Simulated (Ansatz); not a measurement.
**NHCl (quartet): B2PLYP, RPA-PBE over a scan of the distance Cl1–H2 along a hydrogen transfer, cc-pVDZ**

How well do these functionals follow the top wave-function level for NHCl (quartet) over a scan of the distance Cl1–H2 along a hydrogen transfer?

The runs use Ansatz 0.2.0, Gaussian basis; cc-pVDZ, all electrons in the functionals, frozen cores in the correlation of double hybrids and RPA.

To be run: B2PLYP, RPA-PBE, at 1.279 Å; 1.324 Å; 1.414 Å; 1.504 Å; 1.594 Å.

### Step 1. The system

The geometry derives from fragments relaxed apart (PBE0/def2-TZVP) and kept rigid, so it is no stationary point. A hydrogen atom is moved between rigid fragments.

3 atoms, charge 0, spin multiplicity 4.

Atoms are counted from 1 here; the program's logs count them from 0.

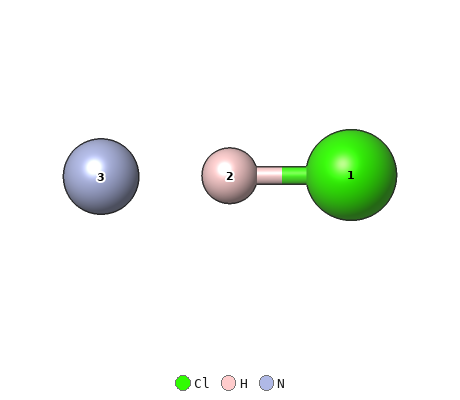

The structure; chlorine green, hydrogen pink, nitrogen light blue; atoms are numbered from 1 in the order of the file.

Geometry (Å):

```
atom    x (Å)    y (Å)     z (Å)
 Cl1  0.00000  0.00000  -1.30427
  H2  0.00000  0.00000  -0.02547
  N3  0.00000  0.00000   1.32973
```

No dispersion term is added.

The geometry shown and the zero of energy belong to the point 1.279 Å. The yardstick, RCCSDTQ, and other wave-function levels (R restricted, U unrestricted, valence and pair active spaces) come from earlier runs.

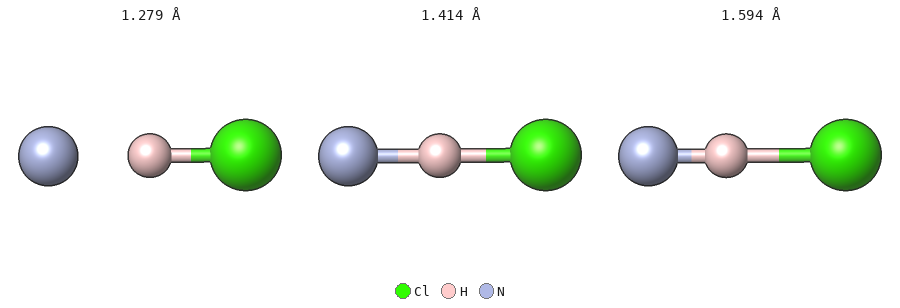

Three points of the scan; sticks are drawn by distance.

### Step 2. B2PLYP, 1.279 Å

in.yaml reads:

```yaml
crystal:
  periodic: [false, false, false]
  atoms:
    - {symbol: Cl, position_ang: [0.000000, 0.000000, -1.304267]}
    - {symbol: H, position_ang: [0.000000, 0.000000, -0.025467]}
    - {symbol: N, position_ang: [0.000000, 0.000000, 1.329733]}
basis:
  gaussian: {orbitals: cc-pVDZ}
magnetization: {spin_polarized: true, initial_magnetization: 3}
hamiltonian: {xc: {name: B2PLYP}}
correlation: {electrons: outside_noble_gas}
```

On the command line:

```sh
> ansatz run in.yaml --threads 1 --pin off --events-out ev --progress --plain --max-ram 2560MiB --backend cpu
```

Log:

```text
Functional definition: B2PLYP
  name "B2PLYP"
  cite "Grimme, J. Chem. Phys. 124, 034108 (2006) doi:10.1063/1.2148954"
  cite "Becke, Phys. Rev. A 38, 3098 (1988) doi:10.1103/PhysRevA.38.3098"
  cite "Lee, Yang & Parr, Phys. Rev. B 37, 785 (1988) doi:10.1103/PhysRevB.37.785"
  parameter a = 0.53
  parameter c = 0.27
  exchange = (1 - a)*b88_x + a*exact_x
  correlation = (1 - c)*lyp_c + c*(mp2_os + mp2_ss)
378 factors; integrals over basis functions are off by at most 1.2e-3 eV
mean field evaluation 1: about -14016.3128 eV, gradient 7.2e0 eV
mean field evaluation 2: about -14016.3315 eV, gradient 7.2e0 eV
mean field evaluation 4: about -14016.8445 eV, gradient 1.4e0 eV
mean field evaluation 8: about -14016.8648 eV, gradient 2.4e-2 eV
mean field evaluation 16: about -14016.8648 eV, gradient 5.8e-6 eV
mean field -14016.86482628 eV, -515.1102813936 hartree, gradient 7.0e-6 eV, S^2 3.758915; 0 other end points of the search recorded, 0 dependent functions left out
6 core orbitals not correlated: weight in the atoms' cores, before any rotation towards them, 1.000 or more for the frozen orbitals, at most 0.000 for the correlated occupied ones
reference -14016.86490948 eV, -515.1102844510 hartree; 8, 5 occupied and 23, 26 virtual orbitals, 378 factors
second order -7.53829785 eV of doubles, -0.00000000 eV of singles
Total energy: -14018.90024990 eV, -515.1850818318 hartree
```

Wall time 0.7 s (1 thread of AMD EPYC 7R13, shared host).

From the report: ⟨S²⟩ of the determinant 3.759 (pure quartet: 3.75).

### Step 3. B2PLYP, 1.324 Å

in.yaml reads:

```yaml
crystal:
  periodic: [false, false, false]
  atoms:
    - {symbol: Cl, position_ang: [0.000000, 0.000000, -1.319333]}
    - {symbol: H, position_ang: [0.000000, 0.000000, 0.004667]}
    - {symbol: N, position_ang: [0.000000, 0.000000, 1.314667]}
basis:
  gaussian: {orbitals: cc-pVDZ}
magnetization: {spin_polarized: true, initial_magnetization: 3}
hamiltonian: {xc: {name: B2PLYP}}
correlation: {electrons: outside_noble_gas}
```

Launched as before.

Log (excerpt; [...] marks lines left out):

```text
Functional definition: B2PLYP
  name "B2PLYP"
  cite "Grimme, J. Chem. Phys. 124, 034108 (2006) doi:10.1063/1.2148954"
  cite "Becke, Phys. Rev. A 38, 3098 (1988) doi:10.1103/PhysRevA.38.3098"
  cite "Lee, Yang & Parr, Phys. Rev. B 37, 785 (1988) doi:10.1103/PhysRevB.37.785"
[...]
378 factors; integrals over basis functions are off by at most 1.2e-3 eV
[...]
mean field -14016.85384006 eV, -515.1098776575 hartree, gradient 1.1e-6 eV, S^2 3.761118; 0 other end points of the search recorded, 0 dependent functions left out
6 core orbitals not correlated: weight in the atoms' cores, before any rotation towards them, 1.000 or more for the frozen orbitals, at most 0.000 for the correlated occupied ones
reference -14016.85392302 eV, -515.1098807061 hartree; 8, 5 occupied and 23, 26 virtual orbitals, 378 factors
second order -7.61326749 eV of doubles, -0.00000000 eV of singles
Total energy: -14018.90950524 eV, -515.1854219594 hartree
```

It took 0.76 s on 1 thread of AMD EPYC 7R13, shared host.

From the report: ⟨S²⟩ of the determinant 3.761 (pure quartet: 3.75).

From 1.279 Å: -0.2 kcal/mol.

### Step 4. B2PLYP, 1.414 Å

in.yaml reads:

```yaml
crystal:
  periodic: [false, false, false]
  atoms:
    - {symbol: Cl, position_ang: [0.000000, 0.000000, -1.349333]}
    - {symbol: H, position_ang: [0.000000, 0.000000, 0.064667]}
    - {symbol: N, position_ang: [0.000000, 0.000000, 1.284667]}
basis:
  gaussian: {orbitals: cc-pVDZ}
magnetization: {spin_polarized: true, initial_magnetization: 3}
hamiltonian: {xc: {name: B2PLYP}}
correlation: {electrons: outside_noble_gas}
```

Same command.

Log (excerpt; [...] marks lines left out):

```text
Functional definition: B2PLYP
  name "B2PLYP"
  cite "Grimme, J. Chem. Phys. 124, 034108 (2006) doi:10.1063/1.2148954"
  cite "Becke, Phys. Rev. A 38, 3098 (1988) doi:10.1103/PhysRevA.38.3098"
  cite "Lee, Yang & Parr, Phys. Rev. B 37, 785 (1988) doi:10.1103/PhysRevB.37.785"
[...]
378 factors; integrals over basis functions are off by at most 1.5e-3 eV
[...]
mean field -14016.75052771 eV, -515.1060809986 hartree, gradient 8.9e-6 eV, S^2 3.766372; 0 other end points of the search recorded, 0 dependent functions left out
6 core orbitals not correlated: weight in the atoms' cores, before any rotation towards them, 1.000 or more for the frozen orbitals, at most 0.000 for the correlated occupied ones
reference -14016.75061043 eV, -515.1060840384 hartree; 8, 5 occupied and 23, 26 virtual orbitals, 378 factors
second order -7.74980998 eV of doubles, -0.00000000 eV of singles
Total energy: -14018.84305912 eV, -515.1829801096 hartree
```

It took 0.71 s on 1 thread of AMD EPYC 7R13, shared host.

From the report: ⟨S²⟩ of the determinant 3.766 (pure quartet: 3.75).

From 1.279 Å: +1.3 kcal/mol.

### Step 5. B2PLYP, 1.504 Å

in.yaml reads:

```yaml
crystal:
  periodic: [false, false, false]
  atoms:
    - {symbol: Cl, position_ang: [0.000000, 0.000000, -1.379333]}
    - {symbol: H, position_ang: [0.000000, 0.000000, 0.124667]}
    - {symbol: N, position_ang: [0.000000, 0.000000, 1.254667]}
basis:
  gaussian: {orbitals: cc-pVDZ}
magnetization: {spin_polarized: true, initial_magnetization: 3}
hamiltonian: {xc: {name: B2PLYP}}
correlation: {electrons: outside_noble_gas}
```

The command is unchanged.

Log (excerpt; [...] marks lines left out):

```text
Functional definition: B2PLYP
  name "B2PLYP"
  cite "Grimme, J. Chem. Phys. 124, 034108 (2006) doi:10.1063/1.2148954"
  cite "Becke, Phys. Rev. A 38, 3098 (1988) doi:10.1103/PhysRevA.38.3098"
  cite "Lee, Yang & Parr, Phys. Rev. B 37, 785 (1988) doi:10.1103/PhysRevB.37.785"
[...]
378 factors; integrals over basis functions are off by at most 1.3e-3 eV
[...]
mean field -14016.61668329 eV, -515.1011623069 hartree, gradient 1.6e-6 eV, S^2 3.769576; 0 other end points of the search recorded, 0 dependent functions left out
6 core orbitals not correlated: weight in the atoms' cores, before any rotation towards them, 1.000 or more for the frozen orbitals, at most 0.000 for the correlated occupied ones
reference -14016.61676626 eV, -515.1011653560 hartree; 8, 5 occupied and 23, 26 virtual orbitals, 378 factors
second order -7.81611417 eV of doubles, -0.00000000 eV of singles
Total energy: -14018.72711709 eV, -515.1787193184 hartree
```

Wall time 0.76 s (1 thread of AMD EPYC 7R13, shared host).

From the report: ⟨S²⟩ of the determinant 3.770 (pure quartet: 3.75).

From 1.279 Å: +4.0 kcal/mol.

### Step 6. B2PLYP, 1.594 Å

in.yaml reads:

```yaml
crystal:
  periodic: [false, false, false]
  atoms:
    - {symbol: Cl, position_ang: [0.000000, 0.000000, -1.409333]}
    - {symbol: H, position_ang: [0.000000, 0.000000, 0.184667]}
    - {symbol: N, position_ang: [0.000000, 0.000000, 1.224667]}
basis:
  gaussian: {orbitals: cc-pVDZ}
magnetization: {spin_polarized: true, initial_magnetization: 3}
hamiltonian: {xc: {name: B2PLYP}}
correlation: {electrons: outside_noble_gas}
```

The command is unchanged.

Log (excerpt; [...] marks lines left out):

```text
Functional definition: B2PLYP
  name "B2PLYP"
  cite "Grimme, J. Chem. Phys. 124, 034108 (2006) doi:10.1063/1.2148954"
  cite "Becke, Phys. Rev. A 38, 3098 (1988) doi:10.1103/PhysRevA.38.3098"
  cite "Lee, Yang & Parr, Phys. Rev. B 37, 785 (1988) doi:10.1103/PhysRevB.37.785"
[...]
378 factors; integrals over basis functions are off by at most 1.2e-3 eV
[...]
mean field -14016.44983927 eV, -515.0950309021 hartree, gradient 2.3e-6 eV, S^2 3.767835; 2 other end points of the search recorded, 0 dependent functions left out
6 core orbitals not correlated: weight in the atoms' cores, before any rotation towards them, 1.000 or more for the frozen orbitals, at most 0.000 for the correlated occupied ones
reference -14016.44992321 eV, -515.0950339872 hartree; 8, 5 occupied and 23, 26 virtual orbitals, 378 factors
second order -7.75176643 eV of doubles, -0.00000000 eV of singles
Total energy: -14018.54290015 eV, -515.1719494709 hartree
```

It took 0.85 s on 1 thread of AMD EPYC 7R13, shared host.

From the report: ⟨S²⟩ of the determinant 3.768 (pure quartet: 3.75).

From 1.279 Å: +8.2 kcal/mol.

### Step 7. RPA-PBE, 1.279 Å

in.yaml reads:

```yaml
crystal:
  periodic: [false, false, false]
  atoms:
    - {symbol: Cl, position_ang: [0.000000, 0.000000, -1.304267]}
    - {symbol: H, position_ang: [0.000000, 0.000000, -0.025467]}
    - {symbol: N, position_ang: [0.000000, 0.000000, 1.329733]}
basis:
  gaussian: {orbitals: cc-pVDZ}
magnetization: {spin_polarized: true, initial_magnetization: 3}
hamiltonian: {xc: {name: PBE}}
correlation: {method: rpa, electrons: outside_noble_gas}
```

The command is unchanged.

Log (excerpt; [...] marks lines left out):

```text
Functional definition: PBE
  name "PBE"
  cite "Perdew, Burke & Ernzerhof, Phys. Rev. Lett. 77, 3865 (1996) doi:10.1103/PhysRevLett.77.3865"
  parent pbe
[...]
378 factors; integrals over basis functions are off by at most 1.2e-3 eV
[...]
mean field -14017.17256658 eV, -515.1215906411 hartree, gradient 5.4e-6 eV, S^2 3.753550; 0 other end points of the search recorded, 0 dependent functions left out
6 core orbitals not correlated: weight in the atoms' cores, before any rotation towards them, 1.000 or more for the frozen orbitals, at most 0.000 for the correlated occupied ones
reference -13998.03226001 eV, -514.4181973482 hartree; 8, 5 occupied and 23, 26 virtual orbitals, 378 factors
Total energy: -14009.12726369 eV, -514.8259312131 hartree
```

Wall time 0.67 s (1 thread of AMD EPYC 7R13, shared host).

From the report: ⟨S²⟩ of the determinant 3.754 (pure quartet: 3.75).

### Step 8. RPA-PBE, 1.324 Å

in.yaml reads:

```yaml
crystal:
  periodic: [false, false, false]
  atoms:
    - {symbol: Cl, position_ang: [0.000000, 0.000000, -1.319333]}
    - {symbol: H, position_ang: [0.000000, 0.000000, 0.004667]}
    - {symbol: N, position_ang: [0.000000, 0.000000, 1.314667]}
basis:
  gaussian: {orbitals: cc-pVDZ}
magnetization: {spin_polarized: true, initial_magnetization: 3}
hamiltonian: {xc: {name: PBE}}
correlation: {method: rpa, electrons: outside_noble_gas}
```

Launched as before.

Log (excerpt; [...] marks lines left out):

```text
Functional definition: PBE
  name "PBE"
  cite "Perdew, Burke & Ernzerhof, Phys. Rev. Lett. 77, 3865 (1996) doi:10.1103/PhysRevLett.77.3865"
  parent pbe
[...]
378 factors; integrals over basis functions are off by at most 1.2e-3 eV
[...]
mean field -14017.24018547 eV, -515.1240755893 hartree, gradient 7.9e-6 eV, S^2 3.753966; 0 other end points of the search recorded, 0 dependent functions left out
6 core orbitals not correlated: weight in the atoms' cores, before any rotation towards them, 1.000 or more for the frozen orbitals, at most 0.000 for the correlated occupied ones
reference -13997.92544099 eV, -514.4142718219 hartree; 8, 5 occupied and 23, 26 virtual orbitals, 378 factors
Total energy: -14009.13674675 eV, -514.8262797090 hartree
```

Run time: 0.61 s. Hardware: 1 thread of AMD EPYC 7R13, shared host.

From the report: ⟨S²⟩ of the determinant 3.754 (pure quartet: 3.75).

From 1.279 Å: -0.2 kcal/mol.

### Step 9. RPA-PBE, 1.414 Å

in.yaml reads:

```yaml
crystal:
  periodic: [false, false, false]
  atoms:
    - {symbol: Cl, position_ang: [0.000000, 0.000000, -1.349333]}
    - {symbol: H, position_ang: [0.000000, 0.000000, 0.064667]}
    - {symbol: N, position_ang: [0.000000, 0.000000, 1.284667]}
basis:
  gaussian: {orbitals: cc-pVDZ}
magnetization: {spin_polarized: true, initial_magnetization: 3}
hamiltonian: {xc: {name: PBE}}
correlation: {method: rpa, electrons: outside_noble_gas}
```

Launched as before.

Log (excerpt; [...] marks lines left out):

```text
Functional definition: PBE
  name "PBE"
  cite "Perdew, Burke & Ernzerhof, Phys. Rev. Lett. 77, 3865 (1996) doi:10.1103/PhysRevLett.77.3865"
  parent pbe
[...]
378 factors; integrals over basis functions are off by at most 1.5e-3 eV
[...]
mean field -14017.27461357 eV, -515.1253407988 hartree, gradient 1.5e-6 eV, S^2 3.754729; 3 other end points of the search recorded, 0 dependent functions left out
6 core orbitals not correlated: weight in the atoms' cores, before any rotation towards them, 1.000 or more for the frozen orbitals, at most 0.000 for the correlated occupied ones
reference -13997.66046285 eV, -514.4045340547 hartree; 8, 5 occupied and 23, 26 virtual orbitals, 378 factors
Total energy: -14009.08392645 eV, -514.8243385990 hartree
```

It took 1.3 s on 1 thread of AMD EPYC 7R13, shared host.

From the report: ⟨S²⟩ of the determinant 3.755 (pure quartet: 3.75).

From 1.279 Å: +1.0 kcal/mol.

### Step 10. RPA-PBE, 1.504 Å

in.yaml reads:

```yaml
crystal:
  periodic: [false, false, false]
  atoms:
    - {symbol: Cl, position_ang: [0.000000, 0.000000, -1.379333]}
    - {symbol: H, position_ang: [0.000000, 0.000000, 0.124667]}
    - {symbol: N, position_ang: [0.000000, 0.000000, 1.254667]}
basis:
  gaussian: {orbitals: cc-pVDZ}
magnetization: {spin_polarized: true, initial_magnetization: 3}
hamiltonian: {xc: {name: PBE}}
correlation: {method: rpa, electrons: outside_noble_gas}
```

Launched as before.

Log (excerpt; [...] marks lines left out):

```text
Functional definition: PBE
  name "PBE"
  cite "Perdew, Burke & Ernzerhof, Phys. Rev. Lett. 77, 3865 (1996) doi:10.1103/PhysRevLett.77.3865"
  parent pbe
[...]
378 factors; integrals over basis functions are off by at most 1.3e-3 eV
[...]
mean field -14017.21568745 eV, -515.1231753036 hartree, gradient 1.9e-6 eV, S^2 3.755095; 3 other end points of the search recorded, 0 dependent functions left out
6 core orbitals not correlated: weight in the atoms' cores, before any rotation towards them, 1.000 or more for the frozen orbitals, at most 0.000 for the correlated occupied ones
reference -13997.42300440 eV, -514.3958076175 hartree; 8, 5 occupied and 23, 26 virtual orbitals, 378 factors
Total energy: -14008.98827879 eV, -514.8208236122 hartree
```

Run time: 1.1 s. Hardware: 1 thread of AMD EPYC 7R13, shared host.

From the report: ⟨S²⟩ of the determinant 3.755 (pure quartet: 3.75).

From 1.279 Å: +3.2 kcal/mol.

### Step 11. RPA-PBE, 1.594 Å

in.yaml reads:

```yaml
crystal:
  periodic: [false, false, false]
  atoms:
    - {symbol: Cl, position_ang: [0.000000, 0.000000, -1.409333]}
    - {symbol: H, position_ang: [0.000000, 0.000000, 0.184667]}
    - {symbol: N, position_ang: [0.000000, 0.000000, 1.224667]}
basis:
  gaussian: {orbitals: cc-pVDZ}
magnetization: {spin_polarized: true, initial_magnetization: 3}
hamiltonian: {xc: {name: PBE}}
correlation: {method: rpa, electrons: outside_noble_gas}
```

Launched as before.

Log (excerpt; [...] marks lines left out):

```text
Functional definition: PBE
  name "PBE"
  cite "Perdew, Burke & Ernzerhof, Phys. Rev. Lett. 77, 3865 (1996) doi:10.1103/PhysRevLett.77.3865"
  parent pbe
[...]
378 factors; integrals over basis functions are off by at most 1.2e-3 eV
[...]
mean field -14017.03113338 eV, -515.1163930667 hartree, gradient 6.4e-6 eV, S^2 3.754983; 5 other end points of the search recorded, 0 dependent functions left out
6 core orbitals not correlated: weight in the atoms' cores, before any rotation towards them, 1.000 or more for the frozen orbitals, at most 0.000 for the correlated occupied ones
reference -13997.20751353 eV, -514.3878884742 hartree; 8, 5 occupied and 23, 26 virtual orbitals, 378 factors
Total energy: -14008.81389043 eV, -514.8144149582 hartree
```

It took 1.4 s on 1 thread of AMD EPYC 7R13, shared host.

From the report: ⟨S²⟩ of the determinant 3.755 (pure quartet: 3.75).

From 1.279 Å: +7.2 kcal/mol.

### Step 12. The comparison

The yardstick is RCCSDTQ, where the cluster series has nearly closed. It comes from earlier runs at the same points. Energies in kcal/mol, counted from 1.279 Å; blanks weren't run or aren't comparable.

| level | 1.279 Å | 1.324 Å | 1.414 Å | 1.504 Å | 1.594 Å |
| --- | --- | --- | --- | --- | --- |
| RCCSDTQ | 0.0 | 0.5 | 3.6 | 7.7 | 13.0 |
| B2PLYP | 0.0 | -0.2 | 1.3 | 4.0 | 8.2 |
| RPA-PBE | 0.0 | -0.2 | 1.0 | 3.2 | 7.2 |

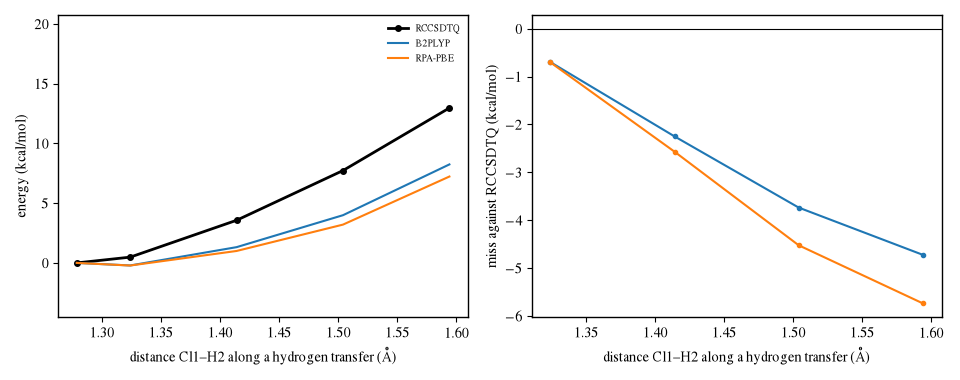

Left: the curves (the axis may cut off levels that run far away). Right: misses against RCCSDTQ, in the same colours.

Largest miss and mean time a point (RCCSDTQ took 65 s a point; shared hosts):

```
  level  largest miss (kcal/mol)    where  time a point
 B2PLYP                     -4.7  1.594 Å        0.76 s
RPA-PBE                     -5.7  1.594 Å           1 s
```

### Step 13. What came out

```
                 quantity                    value
span of the RCCSDTQ curve            13.0 kcal/mol
     largest miss, B2PLYP  -4.7 kcal/mol (1.594 Å)
    largest miss, RPA-PBE  -5.7 kcal/mol (1.594 Å)
```

Of the functionals, B2PLYP keep the smallest largest miss at the points compared (at most 4.7 kcal/mol) and RPA-PBE strays most (5.7 kcal/mol, at 1.594 Å). Functionals and the yardstick converge differently with the basis, so part of each miss in cc-pVDZ is the basis.
